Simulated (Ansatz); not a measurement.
# C4H5NS (2-methylthiazole) at CCSD(T)/def2-SVP

What is the energy change on altering one bond length of C4H5NS (2-methylthiazole) at CCSD(T)/def2-SVP? 

Program for the calculation: Ansatz 0.2.0.

65 further runs of the same task are left out: 65 set aside as unsound or not needed. Runs told in other sessions of the task aren't counted.

## (1) Starting point

C4H5NS has 11 atoms, charge 0, and is taken as a singlet. As SMILES, `Cc1nccs1`. Geometry: relaxed at PBE0-D4/def2-TZVP.

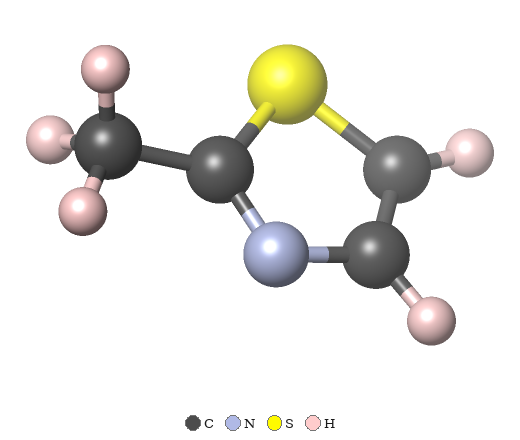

The structure, seen from a chosen angle (carbon dark grey, nitrogen light blue, sulfur yellow, hydrogen pink).

## (2) A single-point energy at CCSD(T)/def2-SVP

molecule.yaml

```yaml
crystal:
  periodic: [false, false, false]
  atoms:
    - {symbol: C, position_ang: [-0.662820, -0.761290, 1.669770]}
    - {symbol: C, position_ang: [-0.182070, -0.172140, 0.391880]}
    - {symbol: "N", position_ang: [1.032700, -0.281240, -0.051200]}
    - {symbol: C, position_ang: [1.184750, 0.360790, -1.245280]}
    - {symbol: C, position_ang: [0.075600, 0.974170, -1.733310]}
    - {symbol: S, position_ang: [-1.221940, 0.738440, -0.648830]}
    - {symbol: H, position_ang: [0.162760, -1.299910, 2.133190]}
    - {symbol: H, position_ang: [-1.489240, -1.456320, 1.504480]}
    - {symbol: H, position_ang: [-1.010630, 0.011020, 2.359900]}
    - {symbol: H, position_ang: [2.150510, 0.351810, -1.733010]}
    - {symbol: H, position_ang: [-0.039610, 1.534670, -2.647590]}
basis:
  gaussian: {orbitals: def2-SVP}
accuracy: high
correlation: {method: ccsd_t, frozen_orbitals: {C: 1, H: 0, "N": 1, S: 5}}
scf: {omitted_lower_state_checks: [cluster_reference, increment]}
```

Command:

```bash
$ ansatz run molecule.yaml --threads 1 --pin off --max-ram 3480MiB --events-out events.jsonl --progress --plain --runs-dir runs
```

The program printed, shortened:

```text
Warning: RAYON_NUM_THREADS=1 ignored (pool sized by the plan → 1); use --threads N
Functional definition: HF
  name "HF"
[...]
2739 factors; integrals over basis functions are off by at most 8.0e-9 eV
[...]
mean field -16491.86466295 eV, -606.0648477761 hartree, gradient 2.9e-8 eV, S^2 0.000000; 0 other end points of the search recorded, 0 dependent functions left out; unrestricted orbitals would lower it
10 core orbitals not correlated: weight in the atoms' cores, before any rotation towards them, 1.000 or more for the frozen orbitals, at most 0.000 for the correlated occupied ones
reference -16491.86466295 eV, -606.0648477761 hartree; 16, 16 occupied and 87, 87 virtual orbitals, 2739 factors
second order -22.50502793 eV of doubles, -0.00000000 eV of singles
cycle   1  -22.74080268 eV  change   -2.4e-1 eV  update   1.2e-1
[...]
cycle  22  -23.55871788 eV  change   -1.4e-9 eV  update   1.4e-9
perturbative correction -0.99657942 eV, -0.0366236183 hartree
Total energy: -16516.41996025 eV, -606.9672383078 hartree
Checks for a lower state left out: cluster_reference, increment
```

It took 1.8 min on 1 thread of Arm Neoverse V1, shared host; peak memory 1.1 GiB.

## (3) The distorted shape at the same level

molecule.yaml

```yaml
crystal:
  periodic: [false, false, false]
  atoms:
    - {symbol: C, position_ang: [-1.239708, -1.468255, 3.203205]}
    - {symbol: C, position_ang: [-0.182070, -0.172140, 0.391880]}
    - {symbol: N, position_ang: [1.032700, -0.281240, -0.051200]}
    - {symbol: C, position_ang: [1.184750, 0.360790, -1.245280]}
    - {symbol: C, position_ang: [0.075600, 0.974170, -1.733310]}
    - {symbol: S, position_ang: [-1.221940, 0.738440, -0.648830]}
    - {symbol: H, position_ang: [-0.414128, -2.006875, 3.666625]}
    - {symbol: H, position_ang: [-2.066128, -2.163285, 3.037915]}
    - {symbol: H, position_ang: [-1.587518, -0.695945, 3.893335]}
    - {symbol: H, position_ang: [2.150510, 0.351810, -1.733010]}
    - {symbol: H, position_ang: [-0.039610, 1.534670, -2.647590]}
basis:
  gaussian: {orbitals: def2-SVP}
magnetization: {spin_polarized: false, initial_magnetization: 0}
correlation: {method: ccsd_t, frozen_orbitals: {C: 1, H: 0, "N": 1, S: 5}}
accuracy: high
scf: {omitted_lower_state_checks: [cluster_reference, increment]}
```

Command:

```bash
$ ansatz run molecule.yaml --threads 1 --pin off --max-ram 3480MiB --events-out events.jsonl --progress --plain --runs-dir runs
```

The program printed, shortened:

```text
Warning: RAYON_NUM_THREADS=1 ignored (pool sized by the plan → 1); use --threads N
[... 2 set-up lines as earlier in the session ...]
[...]
2660 factors; integrals over basis functions are off by at most 9.2e-9 eV
[...]
mean field -16484.78648276 eV, -605.8047294517 hartree, gradient 1.2e-8 eV, S^2 0.000000; 1 other end points of the search recorded, 0 dependent functions left out; unrestricted orbitals would lower it
10 core orbitals not correlated: weight in the atoms' cores, before any rotation towards them, 1.000 or more for the frozen orbitals, at most 0.000 for the correlated occupied ones
reference -16484.78648276 eV, -605.8047294517 hartree; 16, 16 occupied and 87, 87 virtual orbitals, 2660 factors
second order -23.79195212 eV of doubles, -0.00000000 eV of singles
cycle   1  -23.35809079 eV  change    -2.1e0 eV  update   1.7e-1
[...]
cycle  30  -25.07741743 eV  change   -1.1e-9 eV  update   1.1e-9
perturbative correction -1.80171609 eV, -0.0662118449 hartree
WARN: these amplitudes may be one of several solutions (largest doubles amplitude 0.44, level shift 3.68 eV)
Total energy: -16511.66561627 eV, -606.7925193890 hartree
Checks for a lower state left out: cluster_reference, increment
```

Wall time 2 min (1 thread of Arm Neoverse V1, shared host); peak memory 1 GiB.

## (4) Summary of results

At CCSD(T)/def2-SVP, 10 core orbitals frozen:

```
                                                         quantity          value
                                        first shape: total energy  -606.96724 Eh
        first shape: correlation energy (10 core orbitals frozen)     -902.4 mEh
                                      first shape: (T) correction     -36.62 mEh
                                       first shape: T1 diagnostic          0.014
                                    distorted shape: total energy  -606.79252 Eh
    distorted shape: correlation energy (10 core orbitals frozen)     -987.8 mEh
                                  distorted shape: (T) correction     -66.21 mEh
                                   distorted shape: T1 diagnostic          0.035
energy change with the C1–C2 bond stretched from 1.487 to 3.271 Å       4.754 eV
```

One bond (distorted shape) is far stretched, which a spin-restricted single reference describes badly; perturbation theory on it can break down and give far too much correlation. With the C1–C2 bond stretched from 1.487 to 3.271 Å the energy rises by 4.75 eV (110 kcal/mol). The first shape isn't relaxed at this level, so the change isn't measured from a minimum. A restricted reference can't describe the breaking bond well at this length. The restricted solution (first shape) is unstable to spin breaking: an unrestricted one lies lower. The triples (first shape) make up 4.1 % of the correlation energy. The T1 diagnostic (distorted shape) of 0.035 is above the customary mark for such species, so a single reference may not serve. The restricted solution (distorted shape) is unstable to spin breaking: an unrestricted one lies lower.
